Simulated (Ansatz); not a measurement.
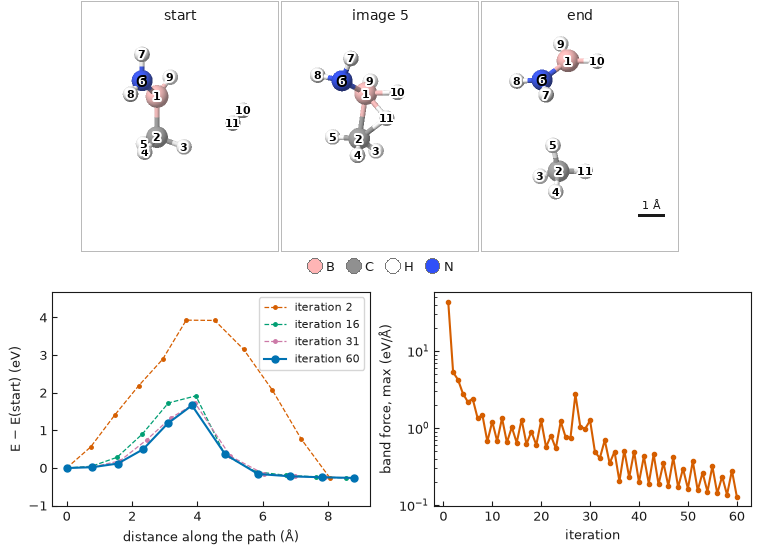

A nudged-elastic-band calculation for CH8BN, made up of CH6BN and H₂. Images are numbered from 0 (start) to 10 (end). The plot follows the band through its iterations. The picture is a ball-and-stick view, seen from a free direction.

Method: RKS PBE/def2-SVP in Ansatz. Set-up: 9 movable images; climbing image; force threshold 0.05 eV/Å; iteration limit 60; optimiser L-BFGS; starting path through a guess of the saddle point.

### How did the profile develop, and is the result final?

The result isn't final. The band hadn't converged when the run stopped after 60 iterations. The largest component of the band force went from 44 to 0.13 eV/Å. The barrier read from it is provisional, though the highest image hardly moved in the last two iterations. The first iteration put the highest image at 9.98 eV. The highest point, image 5, lies 1.66 eV above the start and 1.93 eV above the end; the end is at −0.26 eV relative to the start.

Limits of the set-up: the start holds two separate molecules, 2.8 Å apart at their closest, whose relative position is a soft coordinate and is computed without a dispersion correction.
